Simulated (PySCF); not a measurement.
Bond stretch in HF, singlet.

Methods: RKS-B3LYP = PySCF with restricted B3LYP/cc-pVTZ; CASSCF(8,5)/cc-pVTZ (PySCF); RKS-M06-2X = restricted M06-2X/cc-pVTZ (PySCF); UKS-M06-2X = unrestricted M06-2X/cc-pVTZ (PySCF 2.14.0).

Energies are in eV, each relative to the lowest point of its own curve near equilibrium.

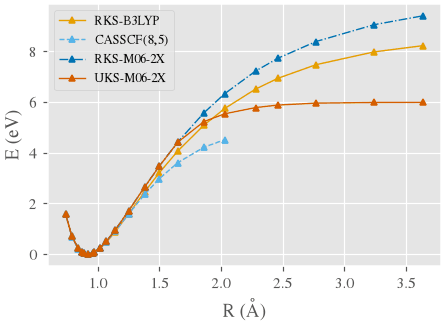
Fig. 1. Energy against bond length for each method.

| R / Å | RKS-B3LYP | CASSCF(8,5) | RKS-M06-2X | UKS-M06-2X |
|---|---|---|---|---|
| 0.74 | 1.586 | — | 1.564 | 1.564 |
| 0.79 | 0.725 | 0.671 | 0.705 | 0.705 |
| 0.84 | 0.245 | 0.214 | 0.230 | 0.230 |
| 0.87 | 0.092 | 0.073 | 0.081 | 0.081 |
| 0.89 | 0.033 | 0.022 | 0.027 | 0.027 |
| 0.92 | 0.000 | 0.000 | 0.000 | 0.000 |
| 0.96 | 0.038 | 0.050 | 0.048 | 0.048 |
| 0.97 | 0.060 | 0.075 | 0.072 | 0.072 |
| 1.02 | 0.224 | 0.249 | 0.251 | 0.251 |
| 1.07 | 0.459 | 0.489 | 0.503 | 0.503 |
| 1.14 | 0.863 | 0.888 | 0.934 | 0.934 |
| 1.25 | 1.581 | 1.571 | 1.702 | 1.702 |
| 1.38 | 2.450 | 2.349 | 2.640 | 2.640 |
| 1.50 | 3.210 | 2.977 | 3.472 | 3.472 |
| 1.65 | 4.069 | 3.607 | 4.425 | 4.415 |
| 1.86 | 5.080 | 4.211 | 5.567 | 5.223 |
| 2.03 | 5.744 | 4.511 | 6.330 | 5.533 |
| 2.28 | 6.509 | — | 7.221 | 5.779 |
| 2.46 | 6.932 | — | 7.723 | 5.878 |
| 2.77 | 7.472 | — | 8.386 | 5.954 |
| 3.24 | 7.976 | — | 9.048 | 5.979 |
| 3.64 | 8.224 | — | 9.403 | 5.983 |

At the longest distance, 3.64 Å, RKS-M06-2X lies highest above its minimum (9.403 eV) and UKS-M06-2X lowest (5.983 eV).

Dashes: no converged value, or the column stops at the first point that the program doubted or that broke a chosen test of continuity, which isn't proof of a fault.

At the longest distance RKS-B3LYP, RKS-M06-2X leaves fractional charges on the fragments, a sign of delocalisation error or of the restricted form. The restricted form behind RKS-B3LYP, RKS-M06-2X keeps the bonding electrons paired and can't separate into open-shell fragments. The unrestricted determinant behind UKS-M06-2X is spin-contaminated at 1.65 to 3.64 Å (<S²> up to 1.0, against 0.00 for a pure singlet).
